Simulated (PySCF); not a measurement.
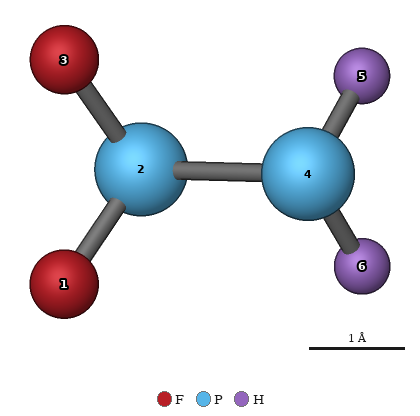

Fig. 1: The structure (ball-and-stick view, seen on its broad side; atoms are numbered from 1 in the order of the input).

P2H2F2: spin–spin coupling calculation

- system: P2H2F2, SMILES FP(F)P
- method: mPW1PW91/Sadlej pVTZ indirect spin-spin coupling, non-relativistic, gas phase (PySCF 2.14.0)

Some settings of this run were made unusual or wrong on purpose. The geometry comes from this level: GFN2-xTB. Figures and captions count atoms from 1; the log counts them from 0 in places.

## The input
```
{"job": {"kind": "j", "xc": "mPW1PW91", "basis": "Sadlej pVTZ", "scf": {"level_shift": 0.9, "max_cycle": 60}}, "charge": 0, "multiplicity": 1}
F     -1.520990    -0.990049    -0.864247
P     -0.812564     0.414748    -0.471970
F     -1.695053     0.623946     0.871927
P      0.975378    -0.422399     0.486703
H      1.452045     0.871022     0.715132
H      1.604307    -0.495278    -0.759120
```

The first line tells a small driver script what to run in PySCF; the rest is the geometry in Å.

Machine: 1 CPU thread, shared host.

Launched with:
```bash
OMP_NUM_THREADS=1 python <driver script> task.json out
```

## What the program printed
```
final grid: 57808 points
cycle   1  E = -883.4776354694  dE =  4.813e-01  |g| = 8.742e-01  |ddm| = 2.630e+00
cycle   2  E = -883.6563779667  dE = -1.787e-01  |g| = 3.482e-01  |ddm| = 1.190e+00
cycle   3  E = -883.6796352475  dE = -2.326e-02  |g| = 1.208e-01  |ddm| = 4.430e-01
cycle   4  E = -883.6839974142  dE = -4.362e-03  |g| = 5.570e-02  |ddm| = 1.855e-01
cycle   5  E = -883.6853893925  dE = -1.392e-03  |g| = 3.050e-02  |ddm| = 8.994e-02
cycle   6  E = -883.6859451612  dE = -5.558e-04  |g| = 1.993e-02  |ddm| = 4.816e-02
cycle   7  E = -883.6862030508  dE = -2.579e-04  |g| = 1.340e-02  |ddm| = 3.288e-02
cycle   8  E = -883.6863289119  dE = -1.259e-04  |g| = 9.324e-03  |ddm| = 2.305e-02
cycle   9  E = -883.6863922958  dE = -6.338e-05  |g| = 6.606e-03  |ddm| = 1.640e-02
cycle  10  E = -883.6864251036  dE = -3.281e-05  |g| = 4.803e-03  |ddm| = 1.161e-02
cycle  11  E = -883.6864425827  dE = -1.748e-05  |g| = 3.510e-03  |ddm| = 8.127e-03
cycle  12  E = -883.6864521055  dE = -9.523e-06  |g| = 2.568e-03  |ddm| = 5.796e-03
cycle  13  E = -883.6864573025  dE = -5.197e-06  |g| = 1.907e-03  |ddm| = 4.172e-03
cycle  14  E = -883.6864601931  dE = -2.891e-06  |g| = 1.422e-03  |ddm| = 3.033e-03
cycle  15  E = -883.6864618039  dE = -1.611e-06  |g| = 1.086e-03  |ddm| = 2.299e-03
cycle  16  E = -883.6864627289  dE = -9.250e-07  |g| = 8.164e-04  |ddm| = 1.746e-03
cycle  17  E = -883.6864632575  dE = -5.285e-07  |g| = 6.148e-04  |ddm| = 1.381e-03
cycle  18  E = -883.6864635595  dE = -3.020e-07  |g| = 4.663e-04  |ddm| = 1.095e-03
cycle  19  E = -883.6864637334  dE = -1.738e-07  |g| = 3.557e-04  |ddm| = 8.807e-04
cycle  20  E = -883.6864638340  dE = -1.007e-07  |g| = 2.719e-04  |ddm| = 7.051e-04
cycle  21  E = -883.6864638925  dE = -5.844e-08  |g| = 2.082e-04  |ddm| = 5.633e-04
cycle  22  E = -883.6864639266  dE = -3.413e-08  |g| = 1.588e-04  |ddm| = 4.514e-04
cycle  23  E = -883.6864639466  dE = -1.997e-08  |g| = 1.211e-04  |ddm| = 3.605e-04
cycle  24  E = -883.6864639582  dE = -1.164e-08  |g| = 9.283e-05  |ddm| = 2.859e-04
cycle  25  E = -883.6864639650  dE = -6.816e-09  |g| = 7.158e-05  |ddm| = 2.272e-04
cycle  26  E = -883.6864639690  dE = -4.014e-09  |g| = 5.500e-05  |ddm| = 1.802e-04
cycle  27  E = -883.6864639714  dE = -2.366e-09  |g| = 4.218e-05  |ddm| = 1.426e-04
cycle  28  E = -883.6864639728  dE = -1.398e-09  |g| = 3.234e-05  |ddm| = 1.127e-04
cycle  29  E = -883.6864639736  dE = -8.181e-10  |g| = 2.483e-05  |ddm| = 8.872e-05
level shift removed, Fock matrix diagonalised once more
converged SCF energy = -883.6864639736

Indirect spin-spin couplings (Hz)
  i      j    bonds     total        FC       PSO       DSO        SD
  0 F    1 P    1  -1233.018 -1116.372  -174.779     0.823    57.309
  0 F    2 F    2    237.715   -33.279   160.871    -0.347   110.470
  0 F    3 P    2     91.364    73.660     2.302    -0.098    15.500
  0 F    4 H    3     40.868    44.856    -1.471    -2.084    -0.433
  0 F    5 H    3     -2.713    -3.995     1.535    -0.209    -0.044
  1 P    2 F    1  -1233.601 -1116.978  -174.754     0.823    57.307
  1 P    3 P    1   -232.359  -226.599   -48.892     0.218    42.914
  1 P    4 H    2     18.289    19.263    -1.466     0.224     0.268
  1 P    5 H    2     18.531    19.518    -1.475     0.222     0.265
  2 F    3 P    2     90.555    73.286     1.947    -0.098    15.420
  2 F    4 H    3     -2.776    -4.067     1.536    -0.198    -0.047
  2 F    5 H    3     40.937    44.931    -1.476    -2.084    -0.434
  3 P    4 H    1    140.497   135.733     6.279     0.548    -2.062
  3 P    5 H    1    140.433   135.676     6.275     0.547    -2.065
  4 H    5 H    2    -18.158   -18.482     0.789    -0.636     0.171
```

## What the run reported

- outcome: converged
- total energy: −883.686464 hartree
- HOMO: −7.50 eV
- LUMO: −1.12 eV
- dipole moment: 2.25 D
- wall time: 38 s
- peak memory: 0.52 GiB

Some settings of this run were drawn to be unusual or wrong. It converged; results that depend on the unusual settings are not reference values.
